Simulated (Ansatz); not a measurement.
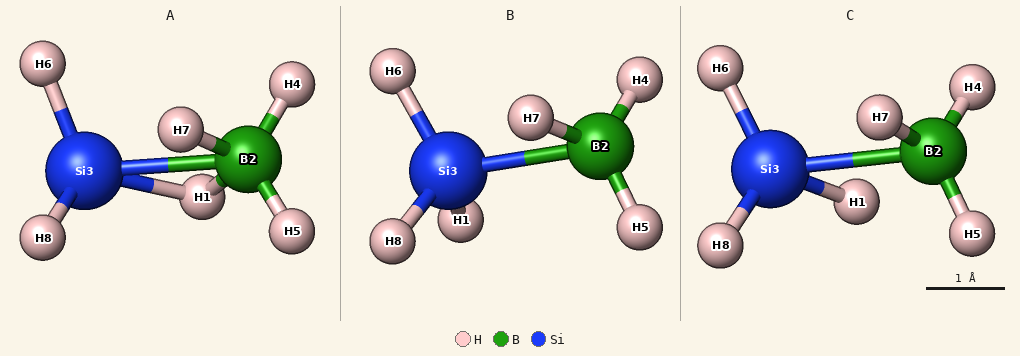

Three geometries of BSiH6 (multiplicity 2): a saddle point and the two minima that it joins, in shuffled order. The picture is a ball-and-stick view, seen at a tilt. Sticks join atoms that are closer than about 1.2 times the sum of their covalent radii (a little more with hydrogen).

Stationary points at PBE0-D4/def2-TZVP, single-point energies with CCSD(T)/CBS, r2SCAN-D4, B3LYP-D4, wB97M-V (def2-TZVPP where no basis is named; Ansatz 0.2.0). The energies are electronic, without zero-point or thermal terms, and both ends are the minima reached downhill from the saddle, with any fragments still in contact. CCSD(T)/CBS stands for a frozen-core estimate: MP2 correlation extrapolated from def2-TZVPP and def2-QZVPP, CCSD(T) minus MP2 from the smaller set.

Question: Identify the saddle point and describe the reaction.

Answer: Frame C is the saddle point. A bond breaks: H1–B2 (1.28 → 1.83 → 2.86 Å). The saddle has one imaginary mode, 1020i cm⁻¹. With CCSD(T)/CBS the barrier is 0.47 eV from A and 0.68 eV from B, and B lies 0.21 eV below A.

| level | barrier from A (eV) | barrier from B (eV) | B less A (eV) |
| --- | --- | --- | --- |
| CCSD(T)/CBS | 0.47 | 0.68 | −0.21 |
| r2SCAN-D4 | 0.45 | 0.60 | −0.15 |
| B3LYP-D4 | 0.43 | 0.65 | −0.22 |
| wB97M-V | 0.44 | 0.63 | −0.19 |
